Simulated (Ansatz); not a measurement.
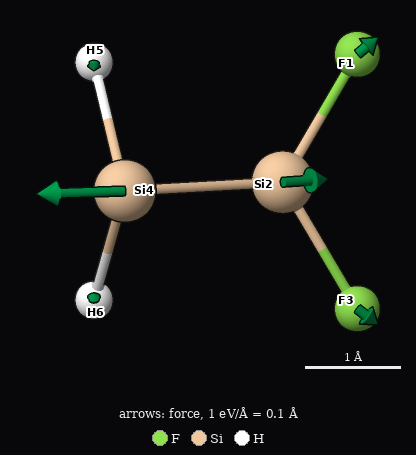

Starting geometry of Si2H2F2 with the computed forces as green arrows. The picture is a ball-and-stick view, seen face on.

It is one of the separated reactants of a reaction.

The calculation used RKS PBE-D4/def2-SVP (Ansatz).

Input
```yaml
crystal:
  periodic: [false, false, false]
  atoms:
    - {symbol: F, position_ang: [1.826453, -0.797238, 0.075959]}
    - {symbol: Si, position_ang: [0.281566, -0.597855, 0.171413]}
    - {symbol: F, position_ang: [-0.605653, -1.757858, 0.721524]}
    - {symbol: Si, position_ang: [-0.366653, 1.152023, 0.333702]}
    - {symbol: H, position_ang: [0.568638, 1.449381, -0.952520]}
    - {symbol: H, position_ang: [-1.704351, 0.551547, -0.350078]}
basis:
  gaussian: {orbitals: def2-SVP}
hamiltonian: {xc: pbe, dispersion: d4}
relax: {f_tol: 0.03, max_steps: 250}
```

Launched with:
```bash
ansatz run in.yaml --threads 2 --pin off --events-out ev --progress --plain --max-ram 4352MiB
```

What follows when this structure is relaxed?

Answer. It isn't relaxed: the largest force vector, on Si4, is 9.97 eV/Å. The final displacements follow the starting forces only in part (cosine between the two patterns 0.49). The largest moves after the best rigid fit, 0.39 Å, are those of F1 and F3. Largest moves by element: F 0.39 Å, H 0.37 Å, Si 0.25 Å. Near-neighbour distances that change, for instance: Si2–Si4 1.873 → 2.257 Å, Si4–H5 1.618 → 1.528 Å, F1–Si2 1.561 → 1.628 Å. Among the angles between lasting bonds that change: F1–Si2–F3 119.3° → 104.1°, Si2–Si4–H5 84.4° → 92.3°, F1–Si2–Si4 117.9° → 125.1°. After 10 accepted moves (13 points after the start) the energy has fallen by 2.071 eV. The largest force component goes from 9.2 to 0.02 eV/Å. The line search rejected the trial steps at points 5, 10, 12 of the run. The run took 24 s on 2 threads of Intel Xeon Platinum 8259CL @ 2.50GHz, with other jobs on the host.
